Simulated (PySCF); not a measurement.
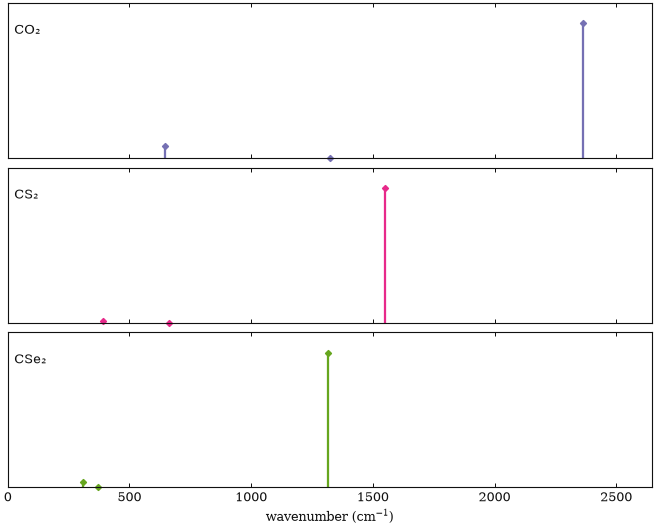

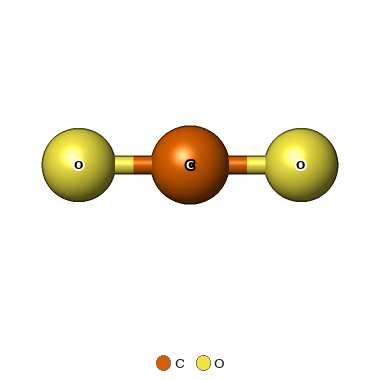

Harmonic infrared lines of CO₂, CS₂ and CSe₂, all D∞h singlets, each the lowest point that its search found (CO₂ is drawn); the ligand atom changes down one group of the periodic table. PBE/def2-TZVP, PySCF 2.14.0, unscaled, no spin-orbit coupling; each panel is scaled to its strongest line, degenerate modes are one line with their intensities summed, and dots on the axis are modes too weak to show or inactive.

**How do the bond length and the stretches change along the series?**

Mean bond length: CO₂ 1.171, CS₂ 1.562, CSe₂ 1.705 Å, rising down the group. Highest σu+ mode: CO₂ 2363, CS₂ 1550, CSe₂ 1315 cm⁻¹, falling down the group.

**Give the modes by symmetry (cm⁻¹).**

```tsv
symmetry	CO₂	CS₂	CSe₂
πu	645.0	391.9	310.9
σg+	1323.0	663.5	370.9
σu+	2362.6	1550.2	1314.7
```

Limits of at least one run: no scalar relativity.
